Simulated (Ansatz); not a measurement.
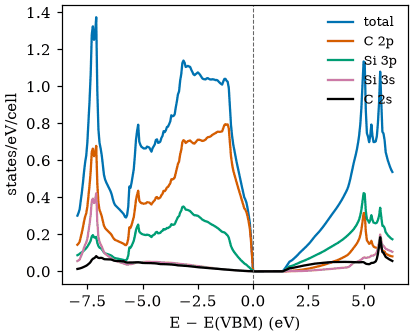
*Total and projected density of states of SiC (zinc blende, F-43m), LDA in the plane-wave PAW code Ansatz*

Question: Which orbitals carry the states next to the gap?

Answer: Top 1 eV of the valence band: C 2p 83 %, Si 3p 13 %. Bottom 1 eV of the conduction band: Si 3p 48 %, C 2s 28 %, C 2p 6 %, outside the projected shells 16 %. Projections are on Löwdin-orthogonalised atomic valence shells; empty p or d shells of many metals are not among them.

Question: Where is the tallest occupied peak in this window, and what makes it?

Answer: Near -7.1 eV, about 1.4 states/eV per cell; the largest projected share is C 2p.

The LDA relaxation kept the symmetry of its start; phonons on a q-mesh show no instability.

Potentials: the later of the program's two PAW sets.
